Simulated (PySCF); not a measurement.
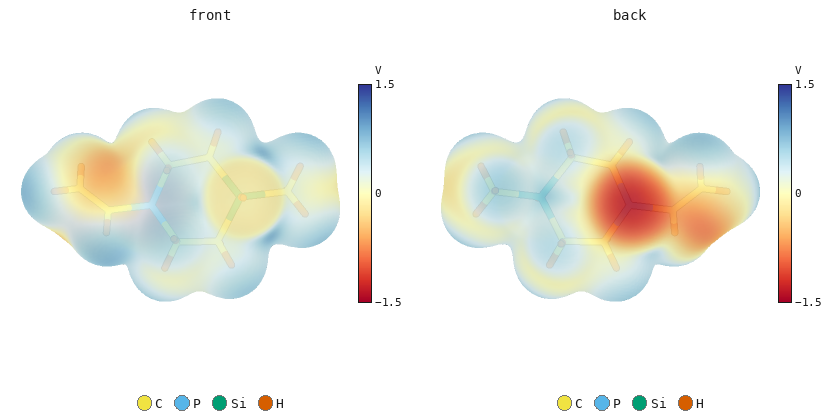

The picture shows: C$_{7}$H$_{15}$PSi (SMILES C=CP1CC[SiH](C)CC1). The electrostatic potential painted on the density surface at 0.002 e/bohr³, seen from the front and from behind; red is negative and blue positive.

Geometry: GFN2-xTB.

These are results of PBE0/pcSseg-1, SCF density, gas phase, non-relativistic (PySCF 2.14.0), not measurements.

```xyz
24

C    -3.9053    0.7229   -0.5609
C    -2.9901   -0.1463   -0.1625
P    -1.2859   -0.1403   -0.8163
C    -0.6500    1.2934    0.1928
C     0.8593    1.4386    0.0399
Si    1.7715   -0.0822    0.7353
C     3.5936   -0.0630    0.2115
C     0.8962   -1.6421    0.0801
C    -0.6165   -1.5242    0.2294
H    -3.6761    1.4859   -1.2877
H    -4.9143    0.7160   -0.1795
H    -3.2391   -0.9281    0.5464
H    -0.9236    1.1481    1.2424
H    -1.1665    2.1883   -0.1687
H     1.0948    1.5673   -1.0188
H     1.1868    2.3497    0.5456
H     1.6578   -0.0647    2.2097
H     4.1177   -0.9265    0.6051
H     4.0924    0.8233    0.5870
H     3.7029   -0.0723   -0.8681
H     1.2447   -2.5323    0.6085
H     1.1342   -1.7928   -0.9751
H    -1.1092   -2.4440   -0.1053
H    -0.8872   -1.3550    1.2767
```

> Where is the surface potential most negative and most positive?

The most negative region (about −1.3 V, or −30 kcal/mol for a unit charge) lies over P3, the most positive (about +0.8 V, or +18 kcal/mol for a unit charge) over Si6, H11 and H12.
